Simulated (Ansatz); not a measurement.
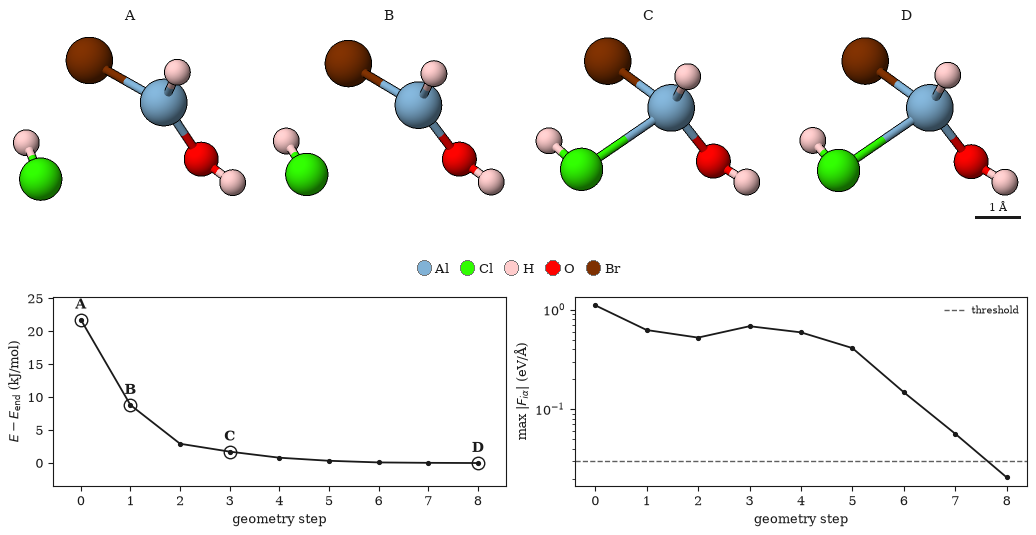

Frames of a relaxation of AlH3OBrCl, marked on the history of the run. A ball-and-stick model, seen at a tilt.

The run prepares an end point of a later path (reaction) calculation, from a guessed geometry.

All numbers below come from RKS PBE0-D4/def2-SVP in Ansatz 0.2.0.

Input
```yaml
crystal:
  periodic: [false, false, false]
  atoms:
    - { symbol: Al, position_ang: [-0.146625, 0.501302, -0.40263] }
    - { symbol: Cl, position_ang: [0.014672, -0.041515, 2.972083] }
    - { symbol: H, position_ang: [1.241465, -0.153938, -0.735222] }
    - { symbol: O, position_ang: [-1.681145, -0.138795, -0.702822] }
    - { symbol: H, position_ang: [-1.896737, -1.015702, -1.023172] }
    - { symbol: Br, position_ang: [-0.202275, 2.73526, 0.399208] }
    - { symbol: H, position_ang: [-0.102455, 1.263288, 2.717854] }
basis:
  gaussian: { orbitals: def2-SVP }
hamiltonian:
  xc: pbe0
  dispersion: d4
relax:
  f_tol: 0.03
  max_steps: 50
```

Command:
```bash
ansatz run input.yaml --threads 2 --pin off --max-ram 3072MiB --backend cpu --events-out ev --progress --plain --runs-dir out
```

**Describe the path.**

Over 8 geometry steps the energy falls by 21.8 kJ/mol. The largest force component goes from 1.1 to 0.021 eV/Å. Cl2 moves most after the best rigid fit: 0.52 Å. Largest moves by element: Cl 0.52 Å, Al 0.28 Å, H 0.23 Å, O 0.17 Å, Br 0.04 Å. Near-neighbour distances that change, for instance: Al1–Cl2 3.422 → 2.641 Å, Al1–Br6 2.374 → 2.302 Å, Cl2–H7 1.334 → 1.306 Å, Al1–O4 1.690 → 1.699 Å. New bonds form, among them: Al1–Cl2 (3.42 → 2.64 Å). Among the angles between lasting bonds that change: H3–Al1–O4 127.4° → 124.6°. From step 0 to 1: Cl2 moves most (0.20 Å), energy −13.0 kJ/mol. From step 1 to 3: Cl2 moves most (0.38 Å), energy −7.08 kJ/mol. From step 3 to 8: H7 moves most (0.12 Å), energy −1.73 kJ/mol.

Limits of the set-up: the start holds two separate molecules, 2.7 Å apart at their closest, whose relative position is a soft coordinate.
